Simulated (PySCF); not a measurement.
Sn(H)2(NHMe)2, C2H10N2Sn, SMILES C[NH][SnH2][NH]C at its GFN2-xTB optimised geometry (Å):

```
15

Sn    -0.5788    -0.8191     0.0000
N     -1.0737    -1.9297    -1.5996
C     -0.8820    -1.4634    -2.9574
N     -1.3212    -1.9063     1.5452
C     -2.4309    -1.4189     2.3427
H      1.1000    -0.8191     0.0000
H     -1.1000     0.8191     0.0000
H     -1.9786    -2.3746    -1.5116
H      0.1105    -1.0278    -3.0457
H     -1.6120    -0.7131    -3.2761
H     -0.9429    -2.3146    -3.6360
H     -0.5869    -2.2245     2.1644
H     -2.1600    -0.6112     3.0295
H     -3.2178    -1.0573     1.6845
H     -2.8323    -2.2475     2.9275
```

Computed with PBE0/def2-TZVP, def2 effective core potentials past Kr (PySCF). The core electrons that the potentials of Sn replace are not part of the density. Cells within 0.4 Å of a nucleus heavier than hydrogen are left out (blank, or x).

Map of the deformation density (molecule minus spherical neutral atoms) (e/bohr³) on the plane z = 0.0 Å:

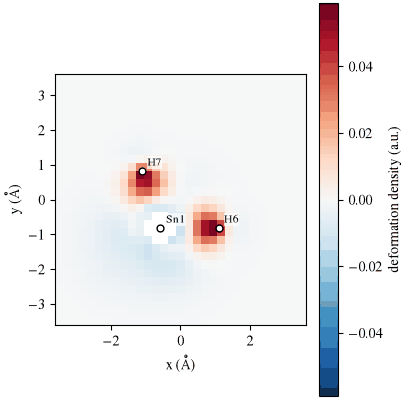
Fig. 1. Deformation density (molecule minus spherical neutral atoms) (e/bohr³) on the plane z = 0.0 Å.
